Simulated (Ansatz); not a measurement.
```xyz
13

C     0.7184    0.3198   -0.3485
C     0.3367    1.0273    0.9466
C    -0.4322    0.1432    1.9124
F    -0.7314   -1.5361   -2.6873
F    -2.4958    0.1091   -1.0430
Ga   -0.8137   -0.3737   -1.3499
H     1.2650    0.9834   -1.0335
H     1.3818   -0.5368   -0.1621
H    -0.2549    1.9250    0.7209
H     1.2577    1.3867    1.4290
H     0.1315   -0.7674    2.1556
H    -0.6394    0.6640    2.8544
H    -1.4028   -0.1571    1.4912
```

Geometry: PBE0-D3(BJ)/pcseg-1.

Level of theory: isolated molecule in a Gaussian basis; Kohn-Sham density functional theory, functional PBE0 in Ansatz.

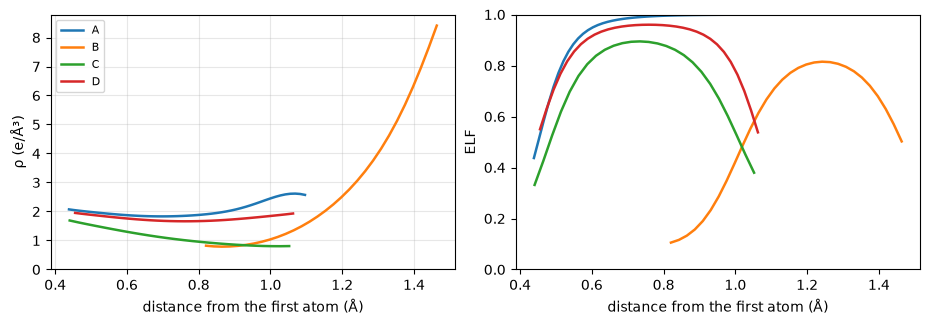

C₃H₇F₂Ga (SMILES CC[CH2][Ga]([F])[F]). Total electron density and ELF along straight lines between neighbouring atoms. The curves leave out the atomic cores.

### Which curve belongs to which contact (C–C, C–Ga, C–H and Ga–F)? The first atom named is at distance zero.

Curve A: C–H (1.10 Å): ρ at the midpoint is about 1.9 e/Å³; the ELF climbs to about 1 towards the hydrogen, as it does in any bond to H: an ordinary covalent bond to hydrogen. Curve B: Ga–F (1.77 Å): ρ is about 0.79 e/Å³ halfway; the ELF peaks at about 0.80 in the valence shell of F, 0.5 Å from its nucleus, and is about 0.15 at the midpoint. Curve C: C–Ga (1.96 Å): ρ is about 0.81 e/Å³ halfway; the ELF peaks at about 0.90 in the valence shell of C, 0.7 Å from its nucleus, and is about 0.60 at the midpoint. Curve D: C–C (1.52 Å): ρ at the midpoint is about 1.7 e/Å³; the ELF peaks at about 0.95 between the atoms; a shared electron pair.
